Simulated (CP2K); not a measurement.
# CH6OSSn (SMILES O[CH2][SnH2][SH]), run twice

Aim: energy and forces of CH6OSSn at GFN1-xTB.

Program for the calculation: CP2K 2026.2.

2 further runs of the same task are left out: 2 set aside as unsound or not needed.

## 1. The molecule

The species is CH6OSSn (10 atoms), meant as a singlet with charge 0. As SMILES, `O[CH2][SnH2][SH]`. Geometry: a GFN2-xTB relaxation, a rough one for these elements and not checked as a minimum. This is one conformer, not always the lowest.

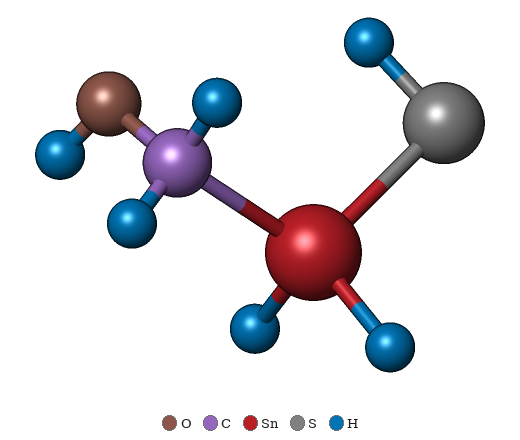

Viewed from a chosen angle; oxygen brown, carbon purple, tin red, sulfur grey, hydrogen blue.

## 2. The input as first written

gas.inp

```
&GLOBAL
   PROJECT gas
   RUN_TYPE ENERGY_FORCE
   PRINT_LEVEL MEDIUM
&END GLOBAL

&FORCE_EVAL
   METHOD QUICKSTEP
   &DFT
      CHARGE -2
      ! Quickstep
      &QS
         METHOD XTB
         EPS_DEFAULT 1.0E-10
         &XTB
            GFN_TYPE TBLITE
            &TBLITE
               METHOD GFN1
            &END TBLITE
            CHECK_ATOMIC_CHARGES F
         &END XTB
      &END QS
      ! no periodic images
      &POISSON
         PERIODIC NONE
         POISSON_SOLVER ANALYTIC
      &END POISSON
      ! self-consistent field
      &SCF
         SCF_GUESS ATOMIC
         EPS_SCF 1.0E-06
         MAX_SCF 73
         ADDED_MOS 4
         &DIAGONALIZATION
            ALGORITHM STANDARD
         &END DIAGONALIZATION
         &MIXING
            METHOD DIRECT_P_MIXING
            ALPHA 0.4
         &END MIXING
         &SMEAR ON
            METHOD FERMI_DIRAC
            ELECTRONIC_TEMPERATURE [K] 300
         &END SMEAR
      &END SCF
      ! extra output
      &PRINT
         &MOMENTS
            PERIODIC F
            REFERENCE COM
            MAX_MOMENT 1
         &END MOMENTS
         &MO ON
            ENERGIES T
            OCCUPATION_NUMBERS T
            NDIGITS 6
            &EACH
               QS_SCF 0
            &END EACH
            ADD_LAST NUMERIC
         &END MO
         &HIRSHFELD OFF
         &END HIRSHFELD
      &END PRINT
   &END DFT
   ! structure
   &SUBSYS
      &CELL
         ABC 20.5 20 19.6
         PERIODIC NONE
      &END CELL
      &COORD
         O     -1.216870     0.966360    -1.118200
         C     -0.887570     0.850780     0.223880
         Sn     0.523100    -0.868660     0.578040
         S      2.681260    -0.438640    -0.395130
         H     -1.843430     0.276180    -1.356680
         H     -0.370350     1.762410     0.512460
         H     -1.760230     0.716310     0.861370
         H     -0.120680    -2.287010    -0.159760
         H      0.798380    -1.317740     2.204920
         H      2.196390     0.340010    -1.350890
      &END COORD
      &TOPOLOGY
         &CENTER_COORDINATES
         &END CENTER_COORDINATES
      &END TOPOLOGY
   &END SUBSYS
   ! extra output
   &PRINT
      &FORCES ON
      &END FORCES
   &END PRINT
&END FORCE_EVAL
```

Launch:

```console
OMP_NUM_THREADS=1 cp2k.psmp -i gas.inp -o gas.out
```

What it wrote:

```text
CP2K| version string:                                       CP2K version 2026.2
[...]
 GLOBAL| Method name                                                        CP2K
[...]
 GLOBAL| Run type                                                   ENERGY_FORCE
[...]
                             - Atoms:                                         10
[...]
                             - Spherical basis functions:                     38
[...]
 Number of electrons:                                                         28
[...]
  *** SCF run converged in    11 steps ***
[...]
  Fermi energy:                                                 0.20652108435158
[...]
 TB_DIPOLE| Moment [Debye]         -0.16022171      -2.49255519       0.94184831
 TB_DIPOLE| Derivative [a.u.]       0.00000000       0.00000000       0.00000000
[...]
 ENERGY| Total FORCE_EVAL ( QS ) energy [hartree]            -16.275618541555165
 FORCES| Atomic forces [hartree/bohr]
 FORCES|   Atom     x               y               z               |f|
 FORCES|      1 -2.63940032E-02  1.82865441E-02 -7.79450572E-02   8.42998994E-02
 FORCES|      2 -7.32272512E-02  5.87438557E-02  4.83738153E-02   1.05608224E-01
 FORCES|      3  1.52176090E-02  4.62857160E-02 -1.96993990E-02   5.25548233E-02
 FORCES|      4  1.32016107E-01  2.64132940E-03 -4.87452104E-02   1.40752707E-01
 FORCES|      5  4.49308883E-03 -6.09613359E-03  4.06193508E-03   8.59360277E-03
 FORCES|      6  2.79861276E-03  2.28925802E-03  5.63194188E-03   6.69266053E-03
 FORCES|      7 -2.17647350E-02  1.38908121E-02  7.58650088E-03   2.69112123E-02
 FORCES|      8 -3.08109132E-02 -7.37999183E-02 -4.29976969E-03   8.00888778E-02
 FORCES|      9  4.43836078E-03 -5.64548112E-02  7.51631925E-02   9.41081838E-02
 FORCES|     10 -6.76687535E-03 -5.78665227E-03  9.87205055E-03   1.32941088E-02
 FORCES| Sum    -2.25514052E-17  1.73472348E-18 -1.94289029E-16
 FORCES| Total atomic force                                       1.95601130E-16
[...]
```

Wall time 0.44 s (1 thread of Arm Neoverse N1, shared host); peak memory 0.14 GiB.

## 3. Reading the log

It ran to the end. The result can't be trusted all the same.

The fault: the charge typed isn't that of the species meant. To mend it: charge 0 in place of -2.

## 4. Second attempt

job.inp

```
&GLOBAL
   PROJECT job
   RUN_TYPE ENERGY_FORCE
   PRINT_LEVEL MEDIUM
&END GLOBAL

&FORCE_EVAL
   METHOD QS
   &DFT
      &QS
         METHOD XTB
         EPS_DEFAULT 1.0E-10
         &XTB
            GFN_TYPE TBLITE
            &TBLITE
               METHOD GFN1
            &END TBLITE
            CHECK_ATOMIC_CHARGES F
         &END XTB
      &END QS
      &POISSON
         PERIODIC NONE
         POISSON_SOLVER ANALYTIC
      &END POISSON
      ! self-consistent field
      &SCF
         SCF_GUESS ATOMIC
         EPS_SCF 1.0E-06
         MAX_SCF 150
         ADDED_MOS 4
         &DIAGONALIZATION
            ALGORITHM STANDARD
         &END DIAGONALIZATION
         &MIXING
            METHOD DIRECT_P_MIXING
            ALPHA 0.4
         &END MIXING
         &SMEAR ON
            METHOD FERMI_DIRAC
            ELECTRONIC_TEMPERATURE [K] 300
         &END SMEAR
      &END SCF
      ! extra output
      &PRINT
         &MOMENTS
            PERIODIC F
            REFERENCE COM
            MAX_MOMENT 1
         &END MOMENTS
         &MO ON
            ENERGIES T
            OCCUPATION_NUMBERS T
            NDIGITS 6
            &EACH
               QS_SCF 0
            &END EACH
            ADD_LAST NUMERIC
         &END MO
         &HIRSHFELD OFF
         &END HIRSHFELD
      &END PRINT
   &END DFT
   &SUBSYS
      ! vacuum box
      &CELL
         ABC 20.5 20 19.6
         PERIODIC NONE
      &END CELL
      &COORD
         O     -1.216870     0.966360    -1.118200
         C     -0.887570     0.850780     0.223880
         Sn     0.523100    -0.868660     0.578040
         S      2.681260    -0.438640    -0.395130
         H     -1.843430     0.276180    -1.356680
         H     -0.370350     1.762410     0.512460
         H     -1.760230     0.716310     0.861370
         H     -0.120680    -2.287010    -0.159760
         H      0.798380    -1.317740     2.204920
         H      2.196390     0.340010    -1.350890
      &END COORD
      &TOPOLOGY
         &CENTER_COORDINATES
         &END CENTER_COORDINATES
      &END TOPOLOGY
   &END SUBSYS
   &PRINT
      &FORCES ON
      &END FORCES
   &END PRINT
&END FORCE_EVAL
```

Launch:

```console
OMP_NUM_THREADS=1 cp2k.psmp job.inp > job.out
```

What it wrote:

```text
CP2K| version string:                                       CP2K version 2026.2
[...]
 GLOBAL| Method name                                                        CP2K
[...]
 GLOBAL| Run type                                                   ENERGY_FORCE
[...]
                             - Atoms:                                         10
[...]
                             - Spherical basis functions:                     38
[...]
 Number of electrons:                                                         26
[...]
  *** SCF run converged in    11 steps ***
[...]
  Fermi energy:                                                -0.27346628483067
[...]
 TB_DIPOLE| Moment [Debye]         -1.53762910      -0.66655323       0.70662585
 TB_DIPOLE| Derivative [a.u.]       0.00000000       0.00000000       0.00000000
[...]
 ENERGY| Total FORCE_EVAL ( QS ) energy [hartree]            -16.226355125619712
 FORCES| Atomic forces [hartree/bohr]
 FORCES|   Atom     x               y               z               |f|
 FORCES|      1 -1.05176175E-03 -1.15543884E-03 -6.00998704E-03   6.20976537E-03
 FORCES|      2  1.00518390E-02 -4.47627968E-03  9.32620201E-03   1.44240976E-02
 FORCES|      3 -1.25991757E-03  4.20824808E-03 -7.73874035E-03   8.89858676E-03
 FORCES|      4 -8.36990990E-03  1.61883390E-03  5.00221007E-04   8.53968595E-03
 FORCES|      5 -6.20096456E-04 -2.29442658E-03 -2.23032844E-03   3.25933703E-03
 FORCES|      6  9.12898856E-05  5.09197859E-04  1.81949624E-03   1.89160854E-03
 FORCES|      7 -2.08136776E-03  4.46809804E-04  1.22865787E-03   2.45791190E-03
 FORCES|      8  1.01488472E-03  3.25955292E-03  2.15354107E-03   4.03638643E-03
 FORCES|      9  3.70168321E-05  6.86133442E-04 -1.88260966E-03   2.00408794E-03
 FORCES|     10  2.18802297E-03 -2.80263091E-03  2.83354729E-03   4.54655637E-03
 FORCES| Sum     3.90312782E-17  4.85722573E-17  2.51534904E-17
 FORCES| Total atomic force                                       6.71967480E-17
[...]
```

Wall time 0.45 s (1 thread of Arm Neoverse N1, shared host); peak memory 0.14 GiB.

## 5. What came out

At GFN1-xTB:

| quantity | value |
| --- | --- |
| total energy | -16.22636 Eh |
| dipole moment (from atomic charges alone) | 1.82 D |
| HOMO energy | -10.93 eV |
| LUMO energy | -6.55 eV |
| HOMO–LUMO gap | 4.38 eV |
| largest force on an atom | 0.742 eV/Å |

In words: The dipole comes from point charges on the atoms alone, without atomic dipoles, so it is partial. The largest force is 0.74 eV/Å: the shape isn't a stationary point for this species at this level.
